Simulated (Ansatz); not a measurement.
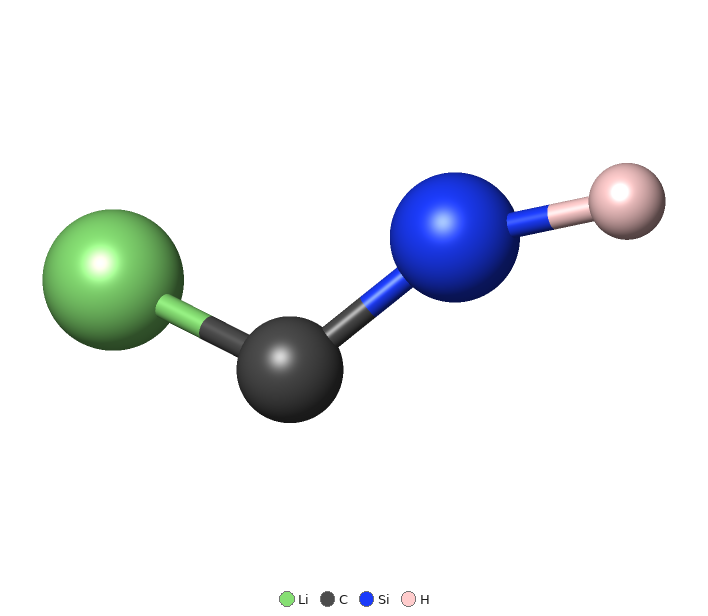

A ball-and-stick model of a molecule. Every bond is drawn as one stick, whatever its order.

The computed structure is the end point of a PBE0-D4/def2-TZVP optimisation. No frequency run is at hand to confirm it as a minimum.

Describe the molecule.

It has 4 atoms: 1 carbon, 1 hydrogen, 1 lithium and 1 silicon (CHLiSi). The point group is Cs. All atoms lie on one plane. Coordination: 1 C bent; 1 Si bent.

The parts below concern this one geometry. Atoms keep their numbers from picture to picture.

## Geometry

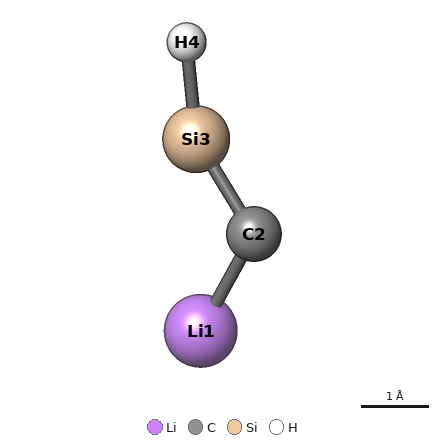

No frequency run is at hand to confirm it as a minimum.

List the bonds and their lengths.

| bond | length (Å) |
| --- | --- |
| Li1–C2 | 1.893 |
| C2–Si3 | 1.663 |
| Si3–H4 | 1.495 |

## Dipole moment

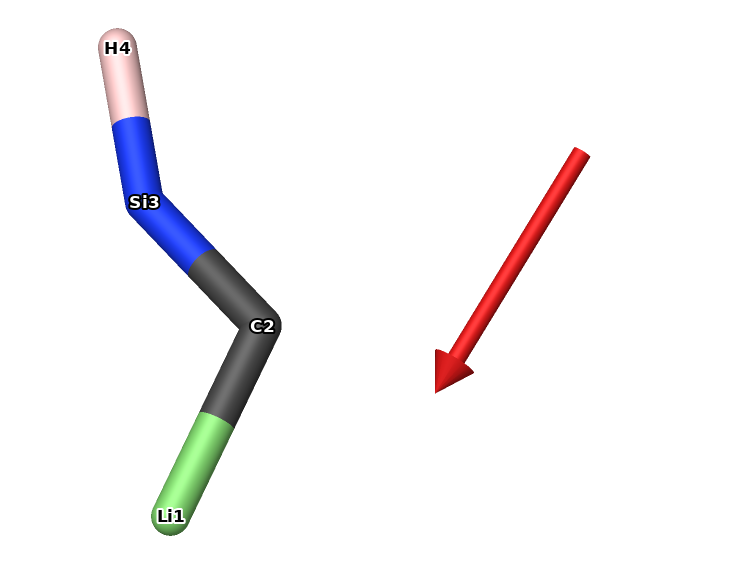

The arrow beside the molecule shows the direction of the dipole moment, from the negative to the positive end (its length means nothing). No frequency run is at hand to confirm it as a minimum. Level of theory: RKS PBE0-D4/def2-TZVP (Ansatz 0.2.0).

Question: Estimate the dipole moment.

Answer: 5.08 D; it points from the side of H4 to the side of Li1 (the outermost atoms at the two ends).

## Charges

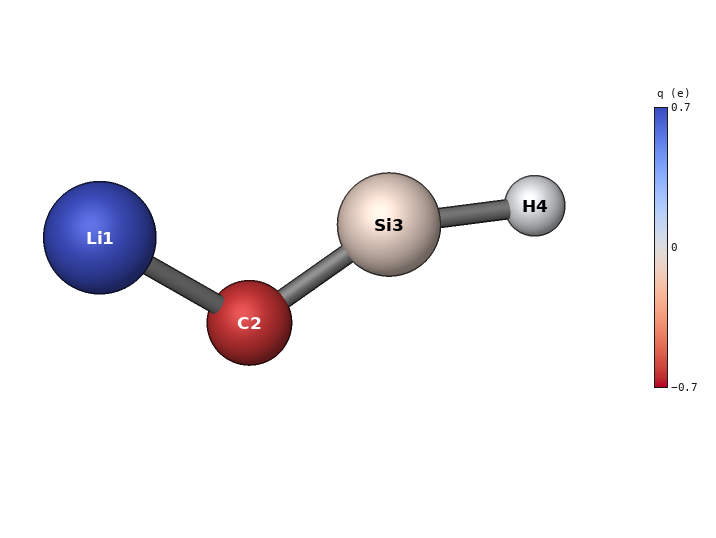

Atoms are coloured by their Mulliken charges. No frequency run is at hand to confirm it as a minimum. Level of theory: RKS PBE0-D4/def2-TZVP (Ansatz 0.2.0).

Question: Which atom carries the highest charge (most positive or least negative)?

Answer: Li1 (0.70 e).

Question: And the lowest?

Answer: C2 (−0.63 e).

List the Mulliken charges.

```json
{"atom": "Li1", "value (e)": "0.70"}
{"atom": "C2", "value (e)": "−0.63"}
{"atom": "Si3", "value (e)": "−0.08"}
{"atom": "H4", "value (e)": "0.02"}
```

## Electronic properties

No frequency run is at hand to confirm it as a minimum. Properties computed with RKS PBE0-D4/def2-TZVPP (Ansatz 0.2.0).

Question: What is the HOMO energy (Kohn–Sham orbital)?

Answer: −5.54 eV.

Question: Give the LUMO energy (Kohn–Sham orbital) at this level.

Answer: −1.48 eV.

Mulliken values depend strongly on the basis set and can even reverse the polarity of a bond.
